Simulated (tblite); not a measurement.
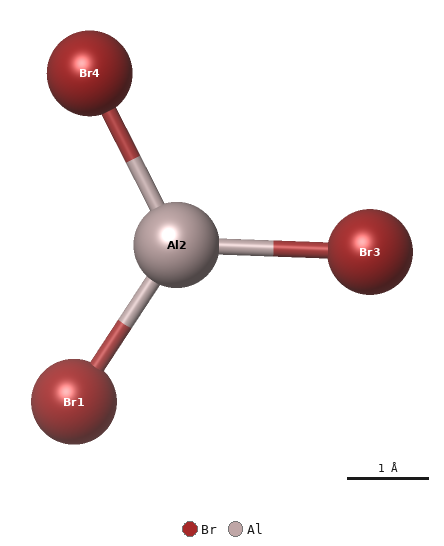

Figure 1. The input geometry (ball-and-stick view, seen on its broad side; atoms are numbered from 1 in the order of the input). Sticks mark near contacts.

## Run report: AlBr₃, geometry relaxation

- system: AlBr₃
- method: GFN2-xTB geometry optimisation, gas phase (tblite 0.8.0)

### Log
```
step      E/eV     max force
  0    -367.39019    1.690
  1    -367.49050    1.494
  2    -367.62832    1.852
  3    -367.73956    0.401
  4    -367.75262    0.172
  5    -367.75386    0.152
  6    -367.75452    0.136
  7    -367.75728    0.121
  8    -367.75830    0.087
  9    -367.75857    0.029
 10    -367.75859    0.009
```

### Trajectory as extended XYZ (Å, eV, eV/Å), 11 frames, from step=0 to step=10
```
4
Properties=species:S:1:pos:R:3:forces:R:3 step=0 energy=-367.39019
Br   -1.9349   -1.3472   -0.0402    1.0820   0.7400   0.1500
Al   -0.0085   -0.0087    0.0841    0.3100   0.1320  -0.4820
Br    2.1742   -0.9976   -0.0341   -1.5330   0.6920   0.1610
Br   -0.2103    2.3630   -0.0555    0.1400  -1.5640   0.1710
4
Properties=species:S:1:pos:R:3:forces:R:3 step=1 energy=-367.49050
Br   -1.9194   -1.3366   -0.0380    0.9700   0.6610   0.1360
Al   -0.0041   -0.0068    0.0772    0.2580   0.1030  -0.4350
Br    2.1523   -0.9877   -0.0318   -1.3550   0.6130   0.1450
Br   -0.2083    2.3406   -0.0530    0.1270  -1.3770   0.1530
4
Properties=species:S:1:pos:R:3:forces:R:3 step=2 energy=-367.62832
Br   -1.7984   -1.2542   -0.0210   -0.4140  -0.3030   0.0340
Al    0.0281    0.0061    0.0230   -1.1130  -0.3830  -0.0540
Br    1.9832   -0.9112   -0.0138    1.6720  -0.7960   0.0140
Br   -0.1925    2.1689   -0.0339   -0.1460   1.4830   0.0060
4
Properties=species:S:1:pos:R:3:forces:R:3 step=3 energy=-367.73956
Br   -1.8534   -1.2918   -0.0281    0.2580   0.1640   0.0710
Al    0.0063   -0.0022    0.0459    0.0670   0.0060  -0.2190
Br    2.0679   -0.9498   -0.0214   -0.3610   0.1590   0.0730
Br   -0.2003    2.2534   -0.0421    0.0370  -0.3290   0.0740
4
Properties=species:S:1:pos:R:3:forces:R:3 step=4 energy=-367.75262
Br   -1.8396   -1.2826   -0.0256    0.0650   0.0290   0.0570
Al    0.0083   -0.0015    0.0382   -0.0080  -0.0150  -0.1710
Br    2.0504   -0.9420   -0.0189   -0.0660   0.0230   0.0570
Br   -0.1987    2.2357   -0.0394    0.0100  -0.0380   0.0570
4
Properties=species:S:1:pos:R:3:forces:R:3 step=5 energy=-367.75386
Br   -1.8351   -1.2798   -0.0240   -0.0090  -0.0220   0.0500
Al    0.0086   -0.0016    0.0335   -0.0210  -0.0070  -0.1500
Br    2.0451   -0.9398   -0.0173    0.0280  -0.0200   0.0500
Br   -0.1981    2.2307   -0.0378    0.0020   0.0480   0.0490
4
Properties=species:S:1:pos:R:3:forces:R:3 step=6 energy=-367.75452
Br   -1.8339   -1.2793   -0.0227   -0.0330  -0.0370   0.0450
Al    0.0083   -0.0017    0.0293   -0.0130   0.0050  -0.1350
Br    2.0439   -0.9394   -0.0159    0.0450  -0.0270   0.0450
Br   -0.1979    2.2300   -0.0365    0.0010   0.0600   0.0450
4
Properties=species:S:1:pos:R:3:forces:R:3 step=7 energy=-367.75728
Br   -1.8309   -1.2796   -0.0146   -0.0930  -0.0760   0.0180
Al    0.0066   -0.0021    0.0053    0.0310   0.0540  -0.0550
Br    2.0417   -0.9395   -0.0079    0.0630  -0.0340   0.0190
Br   -0.1970    2.2307   -0.0285    0.0000   0.0560   0.0180
4
Properties=species:S:1:pos:R:3:forces:R:3 step=8 energy=-367.75830
Br   -1.8318   -1.2818   -0.0100   -0.0670  -0.0560   0.0030
Al    0.0061   -0.0015   -0.0087    0.0350   0.0510  -0.0090
Br    2.0428   -0.9406   -0.0032    0.0300  -0.0180   0.0030
Br   -0.1966    2.2334   -0.0239    0.0020   0.0230   0.0030
4
Properties=species:S:1:pos:R:3:forces:R:3 step=9 energy=-367.75857
Br   -1.8337   -1.2837   -0.0085   -0.0190  -0.0220  -0.0020
Al    0.0064   -0.0006   -0.0129    0.0160   0.0230   0.0050
Br    2.0443   -0.9416   -0.0018    0.0000  -0.0040  -0.0020
Br   -0.1965    2.2355   -0.0225    0.0030   0.0020  -0.0020
4
Properties=species:S:1:pos:R:3:forces:R:3 step=10 energy=-367.75859
Br   -1.8345   -1.2843   -0.0088    0.0010  -0.0080  -0.0010
Al    0.0067   -0.0001   -0.0122    0.0020   0.0080   0.0030
Br    2.0447   -0.9418   -0.0020   -0.0060  -0.0010  -0.0010
Br   -0.1965    2.2359   -0.0227    0.0030   0.0010  -0.0010
```

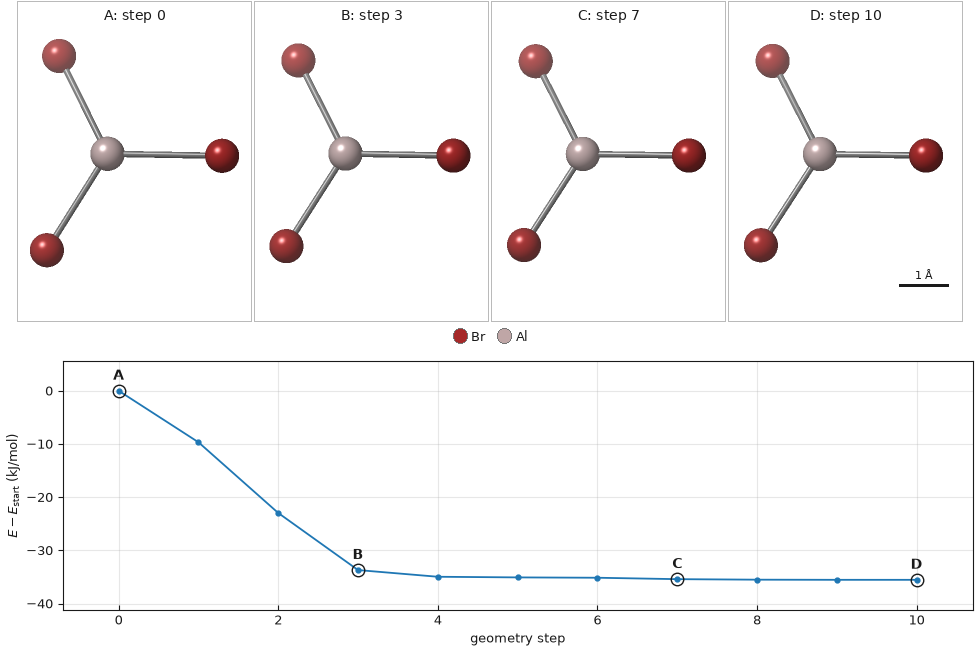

Figure 2. Frames of the relaxation (ball-and-stick view, seen at a tilt) above the curves, on which the letters mark them (steps are counted from 0).

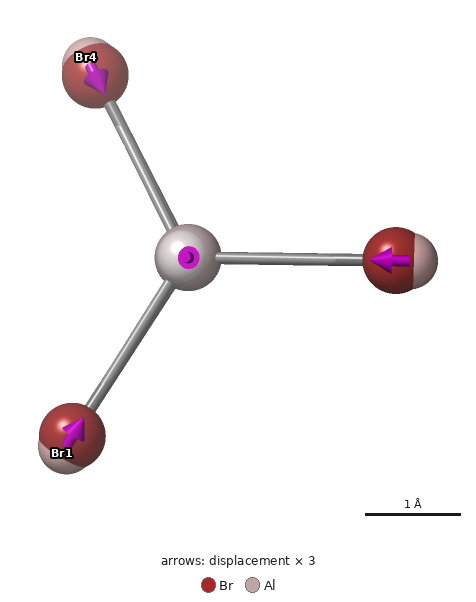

Figure 3. Start (faint) and end (solid) with the displacements as pink arrows, magnified 3 times (ball-and-stick view, seen at a tilt). The two geometries are laid on each other by the best rigid fit. Br3 moves most after the best rigid fit: 0.14 Å. Largest moves by element: Br 0.14 Å, Al 0.10 Å. Distances before and after: Al2–Br3 2.399 → 2.245 Å, Al2–Br4 2.384 → 2.245 Å, Br1–Al2 2.349 → 2.245 Å. The energy falls by 35.5 kJ/mol in 10 geometry steps. The largest force component goes from 1.6 to 0.008 eV/Å. (Atoms are counted from 1 in the order of the input.)

The run was set up as follows.

### Input file
```
{"job": {"kind": "relax", "xc": "GFN2-xTB", "basis": "xTB"}, "charge": 0, "multiplicity": 1}
Br    -1.934900    -1.347200    -0.040200
Al    -0.008500    -0.008700     0.084100
Br     2.174200    -0.997600    -0.034100
Br    -0.210300     2.363000    -0.055500
```

The first line tells a small driver script what to run in tblite; the rest is the geometry in Å.

Command:
```bash
OMP_NUM_THREADS=1 python <driver script> task.json out
```

### Summary

- outcome: converged
- total energy: −367.7586 eV
- hardware: 1 CPU thread, shared host
- peak memory: 0.19 GiB
